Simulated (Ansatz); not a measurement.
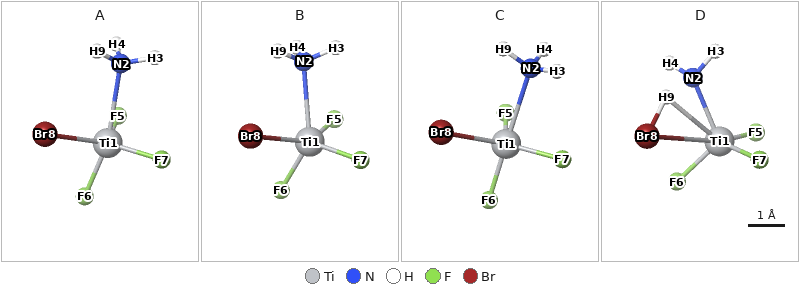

4 geometries from a converged minimum-energy path of TiNH3BrF3, shuffled. The picture is a ball-and-stick view, seen from a free direction.

The calculation used RKS B3LYP-D4/def2-SVP (Ansatz 0.2.0). Set-up: 5 movable images; climbing image; force threshold 0.05 eV/Å; iteration limit 60; starting path through a guess of the saddle point.

Q: Which frame is the transition state?

A: D. In order along the path, whose images run from 0 to 6: D (image 1, +0.15 eV), B (image 3, −1.18 eV), A (image 4, −1.32 eV), C (image 5, −1.42 eV). Breaking: Br8–H9 (1.45 → 1.60 at the top → 3.17 Å). Forming: N2–H9 (1.98 → 1.46 at the top → 1.02 Å), Ti1–Br8 (4.14 → 3.24 at the top → 2.41 Å).
